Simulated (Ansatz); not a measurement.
# BNH3Cl (SMILES NBCl) at B2PLYP/aug-cc-pVDZ

Aim: the electronic atomisation energy of BNH3Cl at B2PLYP/aug-cc-pVDZ, from 5 runs. 

The results are computed with Ansatz 0.2.0.

61 further runs of the same task are left out: 61 set aside as unsound or not needed.

## (1) Starting point

BNH3Cl: 6 atoms, total charge 0, spin state singlet. SMILES: `NBCl`. The shape is that of a PBE0-D4/def2-TZVP optimisation.

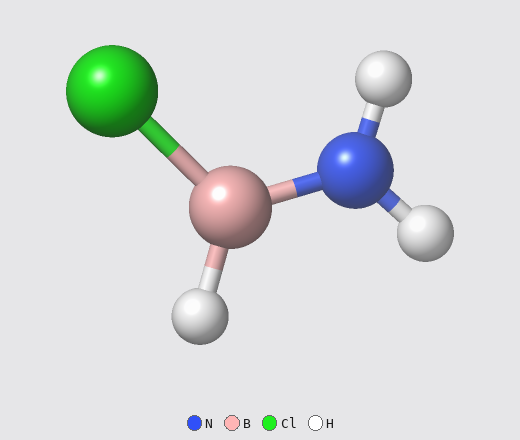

Viewed from a chosen angle; nitrogen blue, boron pink, chlorine green, hydrogen white.

## (2) The energy at B2PLYP/aug-cc-pVDZ

The input, input.yaml:

```yaml
crystal:
  periodic: [false, false, false]
  atoms:
    - {symbol: N, position_ang: [-0.395600, -0.007800, -0.658000]}
    - {symbol: B, position_ang: [0.369600, -0.158900, 0.483700]}
    - {symbol: Cl, position_ang: [0.529900, 1.189300, 1.616000]}
    - {symbol: H, position_ang: [-0.511800, -0.749300, -1.326600]}
    - {symbol: H, position_ang: [-0.878600, 0.844500, -0.888200]}
    - {symbol: H, position_ang: [0.928800, -1.181900, 0.727100]}
basis:
  gaussian: {orbitals: aug-cc-pVDZ}
output: {orbitals: {seedname: orbitals}}
accuracy: high
correlation: {frozen_orbitals: {B: 1, Cl: 5, H: 0, "N": 1}}
hamiltonian: {xc: {name: B2PLYP}}
```

The run is started by

```
$ ansatz run input.yaml --threads 1 --pin off --max-ram 3480MiB --events-out events.jsonl --progress --plain --runs-dir runs
```

The program printed:

```text
Warning: RAYON_NUM_THREADS=1 ignored (pool sized by the plan → 1); use --threads N
Functional definition: B2PLYP
  name "B2PLYP"
  parameter a = 0.53
  parameter c = 0.27
  exchange = (1 - a)*b88_x + a*exact_x
  correlation = (1 - c)*lyp_c + c*(mp2_os + mp2_ss)
1994 factors; integrals over basis functions are off by at most 3.2e-9 eV
mean field evaluation 1: about -14726.3822 eV, gradient 4.7e1 eV
mean field evaluation 2: about -14726.3833 eV, gradient 4.7e1 eV
mean field evaluation 4: about -14730.7732 eV, gradient 3.3e0 eV
mean field evaluation 8: about -14730.8019 eV, gradient 5.5e-2 eV
mean field evaluation 16: about -14730.8019 eV, gradient 4.9e-6 eV
mean field -14730.80193861 eV, -541.3469863477 hartree, gradient 3.3e-8 eV, S^2 0.000000; 0 other end points of the search recorded, 0 dependent functions left out
7 core orbitals not correlated: weight in the atoms' cores, before any rotation towards them, 1.000 or more for the frozen orbitals, at most 0.000 for the correlated occupied ones
reference -14730.80196555 eV, -541.3469873376 hartree; 9, 9 occupied and 84, 84 virtual orbitals, 1994 factors
second order -13.80086804 eV of doubles, -0.00000000 eV of singles
Total energy: -14734.52819992 eV, -541.4839239250 hartree
```

Wall time 11 s (1 thread of Arm Neoverse V1, shared host); peak memory 0.29 GiB.

## (3) The B atom at the same level

The input, run.yaml:

```yaml
basis:
  gaussian: {orbitals: aug-cc-pVDZ}
crystal:
  periodic: [false, false, false]
  atoms:
    - {symbol: B, position_ang: [0.000000, 0.000000, 0.000000]}
magnetization: {spin_polarized: true, initial_magnetization: 1}
hamiltonian: {xc: {name: B2PLYP}}
correlation: {frozen_orbitals: {B: 1}}
accuracy: high
```

Run the same way, it converges to -24.63149 Eh (log not shown).

## (4) The Cl atom, same level

The input, run.yaml:

```yaml
crystal:
  periodic: [false, false, false]
  atoms:
    - symbol: Cl
      position_ang: [0.000000, 0.000000, 0.000000]
basis:
  gaussian: {orbitals: aug-cc-pVDZ}
magnetization: {spin_polarized: true, initial_magnetization: 1}
hamiltonian: {xc: {name: B2PLYP}}
correlation: {frozen_orbitals: {Cl: 5}}
accuracy: high
```

Run the same way, it converges to -460.00549 Eh (log not shown).

## (5) The H atom

The input, in.yaml:

```yaml
crystal:
  periodic: [false, false, false]
  atoms:
    - symbol: H
      position_ang: [0.000000, 0.000000, 0.000000]
basis:
  gaussian: {orbitals: aug-cc-pVDZ}
accuracy: high
correlation: {frozen_orbitals: {H: 0}}
magnetization: {spin_polarized: true, initial_magnetization: 1}
hamiltonian: {xc: {name: B2PLYP}}
```

Run the same way, it converges to -0.49815 Eh (log not shown).

## (6) The N atom at the same level

The input, input.yaml:

```yaml
crystal:
  periodic: [false, false, false]
  atoms:
    - {symbol: N, position_ang: [0.000000, 0.000000, 0.000000]}
basis:
  gaussian: {orbitals: aug-cc-pVDZ}
total_charge: 0
magnetization: {spin_polarized: true, initial_magnetization: 3}
hamiltonian: {xc: {name: B2PLYP}}
correlation: {frozen_orbitals: {"N": 1}}
accuracy: high
```

Run the same way, it converges to -54.55381 Eh (log not shown).

## (7) Outcome

At B2PLYP/aug-cc-pVDZ, 7 core orbitals frozen:

| quantity | value |
| --- | --- |
| molecule: total energy | -541.48392 Eh |
| molecule: HOMO energy (SCF part's orbitals) | -9.64 eV |
| molecule: LUMO energy (SCF part's orbitals) | 0.20 eV |
| molecule: HOMO–LUMO gap (SCF part's orbitals) | 9.83 eV |
| B atom: total energy | -24.63149 Eh |
| B atom: ⟨S²⟩ | 0.756 |
| Cl atom: total energy | -460.00549 Eh |
| Cl atom: ⟨S²⟩ | 0.754 |
| H atom: total energy | -0.49815 Eh |
| H atom: ⟨S²⟩ | 0.750 |
| N atom: total energy | -54.55381 Eh |
| N atom: ⟨S²⟩ | 3.755 |
| electronic atomisation energy | 21.734 eV |

Taking the molecule apart into free atoms costs 21.73 eV (2097 kJ/mol), before zero-point energy and without spin-orbit coupling.
